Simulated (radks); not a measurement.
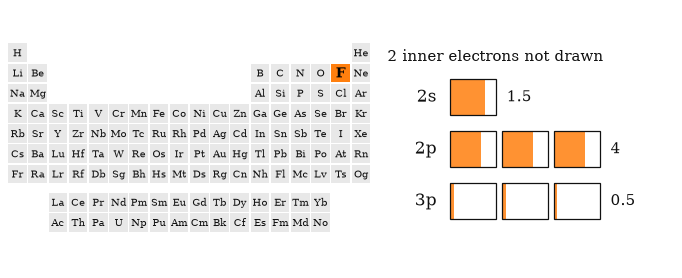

*Left, the place of fluorine in the periodic table; right, the outer shells as the input fills them: a box for each of the 2l + 1 orbitals, shaded by the share of the shell that is filled, with the electron count at the right.*

Atomic calculation, with input and output: F⁺

The F⁺ ion in the configuration [He] 2s1.5 2p4 3p0.5 (2s: 1 up, 0.5 down, 2p: 3 up, 1 down, 3p: 0.5 up, 0 down). Computed at this level: non-relativistic Kohn-Sham, Wu-Cohen GGA, spin-polarised, spherical densities, point nucleus (the in-house radial solver radks).

### Results in brief

```
                       quantity                      value
                        outcome                  converged
                   total energy         −98.096050 hartree
                 kinetic energy          97.898124 hartree
        electron–nucleus energy        −228.477652 hartree
                 Hartree energy          41.909970 hartree
    exchange–correlation energy          −9.426492 hartree
radius at density 0.001 e/bohr³                  3.40 bohr
                 SCF iterations                         15
                       hardware  1 CPU thread, shared host
```

### Input file
```
Z 9
configuration [He] 2s1.5 2p4 3p0.5
relativity non-relativistic
functional wc,pbe
spin polarised
nucleus point
```

Energies in input and log are in hartree, lengths in bohr.

### Log
```
1s      1   1.0000         -25.40811339
2s      1   1.0000          -2.03973492
2p      1   3.0000          -1.34643291
3p      1   0.5000          -0.22842353
1s      2   1.0000         -25.31837260
2s      2   0.5000          -1.83455180
2p      2   1.0000          -1.14139439
3p      2   0.0000          -0.16956340
Etot -98.09604972527636
Ekin 97.89812394777825
Encl -228.47765169062345
Eh 41.909969786886684
Exc -9.426491769317847
err 1.1053206735412406e-09
it 15
```

### Orbitals

| orbital | occupation | energy (eV) | ⟨r⟩ (bohr) | outer maximum (bohr) |
| --- | --- | --- | --- | --- |
| 1s up | 1 | −691.390 | 0.1769 | 0.115 |
| 1s down | 1 | −688.948 | 0.1765 | 0.115 |
| 2s up | 1 | −55.504 | 0.9356 | 0.743 |
| 2s down | 0.5 | −49.921 | 0.9590 | 0.753 |
| 2p up | 3 | −36.638 | 0.9253 | 0.663 |
| 2p down | 1 | −31.059 | 0.9693 | 0.678 |
| 3p up | 0.5 | −6.216 | 4.204 | 3.68 |

### Slater integrals of the outer shells (hartree)

```
 integral   value
F0(3p,3p)  0.2144
F2(3p,3p)  0.1114
F0(3p,2p)  0.2885
F2(3p,2p)  0.0416
G0(3p,2p)  0.0169
G2(3p,2p)  0.0160
F0(3p,2s)  0.2875
G1(3p,2s)  0.0140
F0(3p,1s)  0.3105
G1(3p,1s)  0.0100
F0(2p,2p)  0.9961
F2(2p,2p)  0.4542
F0(2p,2s)  0.9786
G1(2p,2s)  0.5931
```

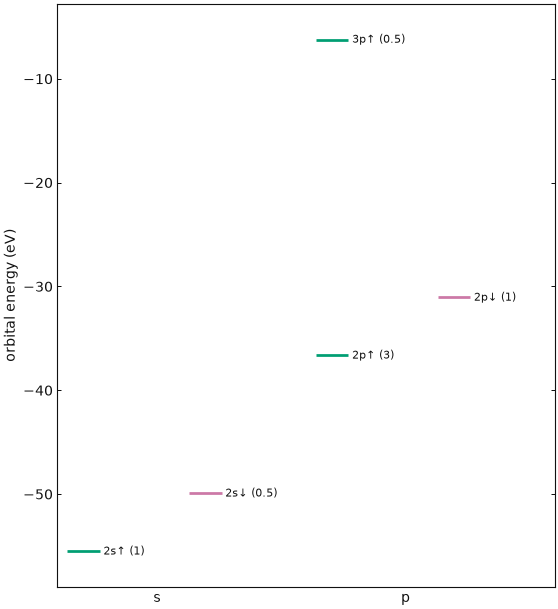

*The outer levels are drawn by angular momentum (occupations in brackets, up spins at the left of each column and down spins at the right).*

The highest occupied level is 3p up at −6.22 eV. From the top down the occupied levels run 3p up (−6.22 eV), 2p down (−31.1 eV), 2p up (−36.6 eV), 2s down (−49.9 eV), 2s up (−55.5 eV). The largest exchange splitting (down less up) among the shells drawn in both spins is that of 2s, 5.58 eV.

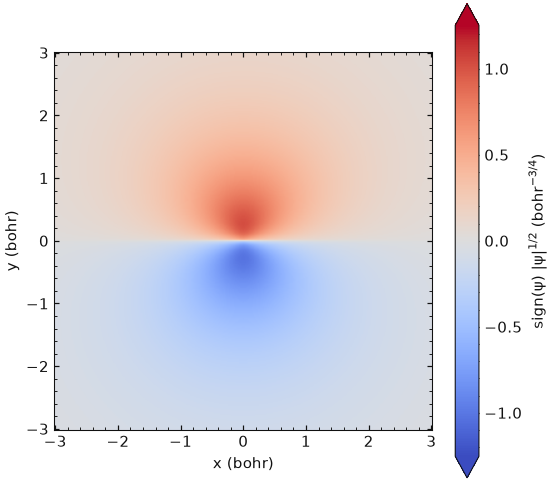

*One occupied orbital of down spin is shown. In the xy plane through the nucleus, the colour gives the signed square root of ψ. The radial function comes from the spherical calculation and is multiplied by a real spherical harmonic; the overall sign is chosen so that the largest lobe of P(r) is positive.*

It is 2p(y) of down spin. It has the nodal plane xz and no radial node. The maximum of P² lies at 0.678 bohr, ⟨r⟩ = 0.969 bohr, 90 % of the charge lies within 1.65 bohr, and the eigenvalue is −31.1 eV, with 1 electron in the shell for this spin.

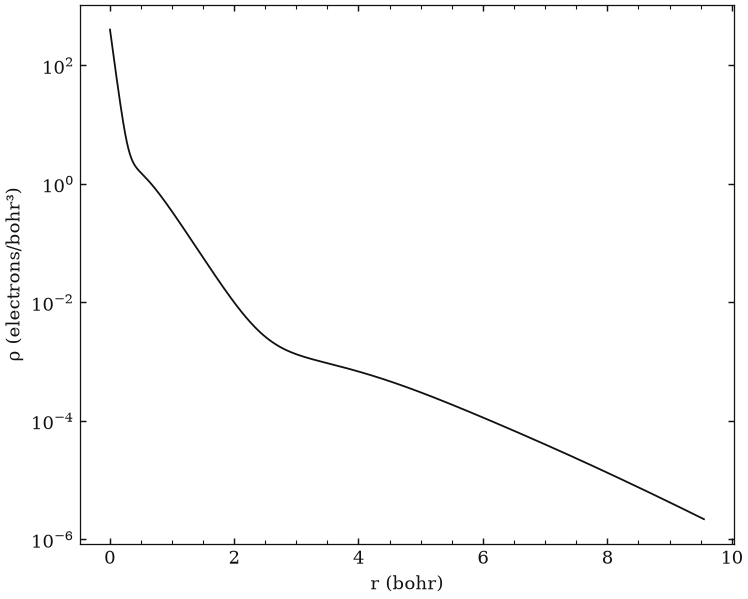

*The electron density ρ(r) on a logarithmic scale.*

The density falls from 400 electrons/bohr³ at the inner end (r = 0.0056 bohr) to 0.001 at r = 3.40 bohr, a common measure of the size of an atom or ion. The highest occupied orbital, 3p up (⟨r⟩ = 4.20 bohr, −6.22 eV), is also the most diffuse and sets the fall-off far out: over the last part drawn ln ρ falls by 1.2 per bohr, against 2√(−2ε) = 1.4 for the pure exponential. At the nucleus d ln ρ/dr is −18 per bohr, near the cusp value −2Z = −18. The steps in the slope mark the shells; the radial density has its minima at 0.36 bohr.

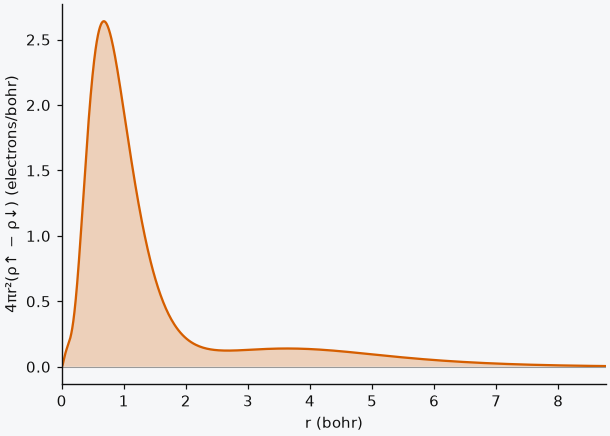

*The radial spin density.*

The curve integrates to 3 unpaired electrons, held by 2s (+0.5), 2p (+2) and 3p (+0.5). Its largest value, 2.64 electrons/bohr, lies near r = 0.68 bohr. Regions of the opposite sign are negligible. At the nucleus the spin density is 6.53 bohr⁻³.
